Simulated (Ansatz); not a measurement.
| atom | x (Å) | y (Å) | z (Å) |
| --- | --- | --- | --- |
| C | -0.9646 | -1.0338 | 0.7070 |
| N | -0.2953 | -0.8544 | -0.3070 |
| Si | 0.4510 | 1.0281 | -0.1129 |
| H | -0.0667 | -1.4219 | -1.1485 |
| H | -0.1601 | 1.6162 | -1.3373 |
| H | -0.1269 | 1.4394 | 1.1972 |
| H | 1.8988 | 0.6779 | -0.1338 |

All numbers below come from Ansatz 0.2.0, RKS PBE-D4/def2-SVP.

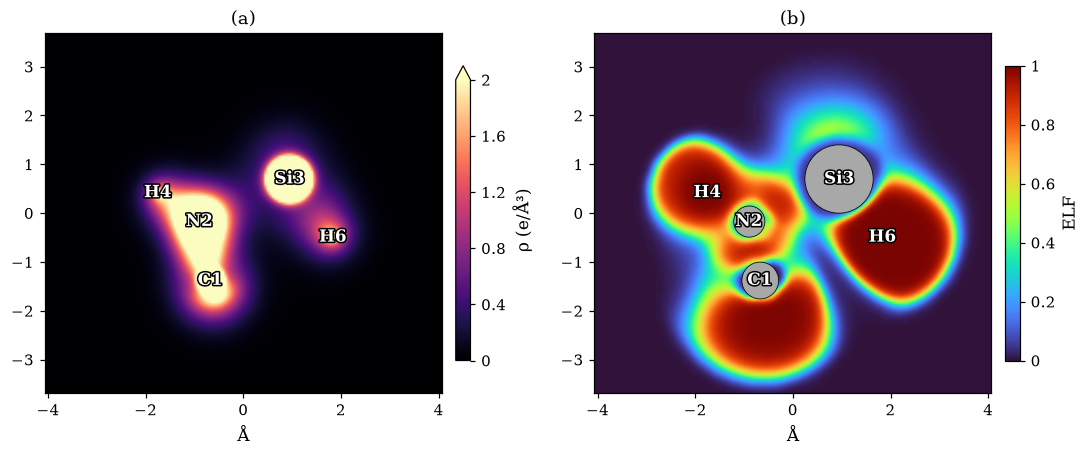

CH₄NSi (charge +1). (a) electron density; (b) electron localisation function on the plane of atoms C1, N2 and Si3. Grey discs cover the atomic cores in the ELF map.

> What does the map show?

The section cuts through C, N, Si and H sites.
C–N (1.23 Å): the density is about 3.1 e/Å³ at the midpoint; the ELF peaks at about 0.90 between the atoms; a multiple bond.
Si–N (2.03 Å): ρ is about 0.52 e/Å³ halfway, with its minimum of 0.41 e/Å³ about 0.8 Å from Si; the ELF peaks at about 0.90 between the atoms (a shared but strongly polarised pair).
N–H (1.04 Å): ρ at the midpoint is about 2.7 e/Å³; the ELF climbs to about 1 towards the hydrogen, as it does in any bond to H; an ordinary covalent bond to hydrogen.
Si–H (1.49 Å): ρ is about 0.82 e/Å³ halfway; the ELF climbs to about 1 towards the hydrogen.
The ELF also peaks beside C1, away from the bonds: lone-pair regions.
